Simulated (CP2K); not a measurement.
**GFN2-xTB run of CHClGaNO (SMILES O=C=[N][GaH][Cl])**

Aim: the energy difference between two shapes of CHClGaNO at GFN2-xTB, from 2 runs. 

The results are computed with CP2K 2026.2.

2 further runs of the same task are left out: 1 that didn't finish, 1 set aside as unsound or not needed.

## Step 1: The molecule

CHClGaNO: 6 atoms, total charge 0, spin state singlet. As SMILES, `O=C=[N][GaH][Cl]`. The shape is that of a PBE0-D4/def2-TZVP optimisation. This is one conformer, not always the lowest.

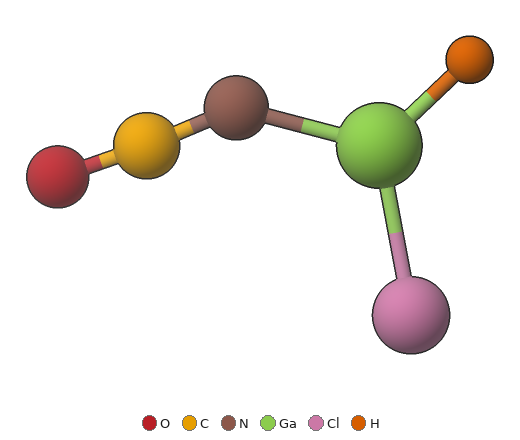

Viewed from a chosen angle; oxygen red, carbon amber, nitrogen brown, gallium green, chlorine pink, hydrogen orange.

## Step 2: A single-point energy at GFN2-xTB

The input, run.inp:

```
&GLOBAL
  PROJECT_NAME run
  RUN_TYPE ENERGY
  PRINT_LEVEL MEDIUM
&END

&FORCE_EVAL
  METHOD QS
  &DFT
    CHARGE 0
    MULTIPLICITY 1
    &QS
      METHOD XTB
      EPS_DEFAULT 1.0E-10
      &XTB
        GFN_TYPE TBLITE
        &TBLITE
          METHOD GFN2
        &END
        CHECK_ATOMIC_CHARGES F
      &END
    &END
    &POISSON
      PERIODIC NONE
      POISSON_SOLVER ANALYTIC
    &END
    &SCF
      SCF_GUESS ATOMIC
      EPS_SCF 1.0E-06
      MAX_SCF 150
      ADDED_MOS 8
      &DIAGONALIZATION
        ALGORITHM STANDARD
      &END
      &MIXING
        METHOD DIRECT_P_MIXING
        ALPHA 0.4
      &END
      &SMEAR ON
        METHOD FERMI_DIRAC
        ELECTRONIC_TEMPERATURE [K] 300
      &END
    &END
    &PRINT
      &MOMENTS
        PERIODIC F
        REFERENCE COM
        MAX_MOMENT 1
      &END
      &MO ON
        ENERGIES T
        OCCUPATION_NUMBERS T
        NDIGITS 6
        &EACH
          QS_SCF 0
        &END
        ADD_LAST NUMERIC
      &END
      &HIRSHFELD OFF
      &END
    &END
  &END
  &SUBSYS
    &CELL
      ABC [angstrom] 15.1 17.2 13.4
      PERIODIC NONE
    &END
    &COORD
      O      6.079500     6.019500     6.012750
      C      6.087900     7.160100     6.241850
      N      6.022900     8.341400     6.461550
      Ga     7.028200     9.770500     6.985150
      Cl     9.077100     9.340700     7.387250
      H      6.424800    11.180500     7.122150
    &END
  &END
&END
```

On the command line:

```bash
$ OMP_NUM_THREADS=1 cp2k.psmp -i run.inp > run.out 2>&1
```

Log:

```text
CP2K| version string:                                       CP2K version 2026.2
[...]
 GLOBAL| Method name                                                        CP2K
[...]
 GLOBAL| Run type                                                         ENERGY
[...]
                             - Atoms:                                          6
[...]
                             - Spherical basis functions:                     31
[...]
 Number of electrons:                                                         26
[...]
  *** SCF run converged in    17 steps ***
[...]
  Fermi energy:                                                -0.32209917171993
[...]
 TB_DIPOLE| Moment [Debye]         -0.11132871       2.45976992       0.46307881
 TB_DIPOLE| Derivative [a.u.]       0.00000000       0.00000000       0.00000000
[...]
 ENERGY| Total FORCE_EVAL ( QS ) energy [hartree]            -15.479067503231645
[...]
```

Run time: 0.91 s. Hardware: 1 thread of Intel Xeon 6975P-C (Granite Rapids), shared host; peak memory 0.19 GiB.

## Step 3: The distorted shape, same level

The input, molecule.inp:

```
&GLOBAL
  PROJECT_NAME molecule
  RUN_TYPE ENERGY
  PRINT_LEVEL MEDIUM
&END GLOBAL

&FORCE_EVAL
  METHOD QUICKSTEP
  &DFT
    &QS
      METHOD XTB
      EPS_DEFAULT 1.0E-10
      &XTB
        GFN_TYPE TBLITE
        &TBLITE
          METHOD GFN2
        &END TBLITE
        CHECK_ATOMIC_CHARGES F
      &END XTB
    &END QS
    # cluster boundary conditions
    &POISSON
      PERIODIC NONE
      POISSON_SOLVER ANALYTIC
    &END POISSON
    &SCF
      SCF_GUESS ATOMIC
      EPS_SCF 1.0E-06
      MAX_SCF 150
      ADDED_MOS 8
      &DIAGONALIZATION
        ALGORITHM STANDARD
      &END DIAGONALIZATION
      &MIXING
        METHOD DIRECT_P_MIXING
        ALPHA 0.4
      &END MIXING
      &SMEAR ON
        METHOD FERMI_DIRAC
        ELECTRONIC_TEMPERATURE [K] 300
      &END SMEAR
    &END SCF
    # extra output
    &PRINT
      &MOMENTS
        PERIODIC F
        REFERENCE COM
        MAX_MOMENT 1
      &END MOMENTS
      &MO ON
        ENERGIES T
        OCCUPATION_NUMBERS T
        NDIGITS 6
        &EACH
          QS_SCF 0
        &END EACH
        ADD_LAST NUMERIC
      &END MO
      &HIRSHFELD OFF
      &END HIRSHFELD
    &END PRINT
  &END DFT
  &SUBSYS
    &CELL
      ABC 15 17 13.5
      PERIODIC NONE
    &END CELL
    &COORD
      O      6.054389     5.981490     6.019036
      C      5.993091     7.027555     6.304408
      N      5.999810     8.223300     6.485440
      Ga     6.997275     9.593194     6.965734
      Cl     9.006909     9.341486     7.480964
      H      6.362943    11.018510     7.117538
    &END COORD
  &END SUBSYS
&END FORCE_EVAL
```

On the command line:

```bash
$ OMP_NUM_THREADS=1 cp2k.psmp molecule.inp > molecule.out
```

Log:

```text
CP2K| version string:                                       CP2K version 2026.2
[...]
 GLOBAL| Method name                                                        CP2K
[...]
 GLOBAL| Run type                                                         ENERGY
[...]
                             - Atoms:                                          6
[...]
                             - Spherical basis functions:                     31
[...]
 Number of electrons:                                                         26
[...]
  *** SCF run converged in    17 steps ***
[...]
  Fermi energy:                                                -0.30939480724860
[...]
 TB_DIPOLE| Moment [Debye]         -0.32437705       1.18230283       0.25070223
 TB_DIPOLE| Derivative [a.u.]       0.00000000       0.00000000       0.00000000
[...]
 ENERGY| Total FORCE_EVAL ( QS ) energy [hartree]            -15.466112977040357
[...]
```

Run time: 0.93 s. Hardware: 1 thread of Intel Xeon 6975P-C (Granite Rapids), shared host; peak memory 0.19 GiB.

## Step 4: Summary of results

At GFN2-xTB:

| quantity | value |
| --- | --- |
| first shape: total energy | -15.47907 Eh |
| first shape: dipole moment (from atomic charges alone) | 2.51 D |
| first shape: HOMO energy | -12.27 eV |
| first shape: LUMO energy | -7.87 eV |
| first shape: HOMO–LUMO gap | 4.41 eV |
| distorted shape: total energy | -15.46611 Eh |
| distorted shape: dipole moment (from atomic charges alone) | 1.25 D |
| distorted shape: HOMO energy | -12.22 eV |
| distorted shape: LUMO energy | -7.52 eV |
| distorted shape: HOMO–LUMO gap | 4.70 eV |
| energy change with the atoms displaced | 0.353 eV |

With the atoms displaced the energy rises by 0.35 eV (8.1 kcal/mol). The first shape isn't relaxed at this level, so the change isn't measured from a minimum. The dipole (first shape) comes from point charges on the atoms alone, without atomic dipoles, so it is partial. The dipole (distorted shape) comes from point charges on the atoms alone, without atomic dipoles, so it is partial.
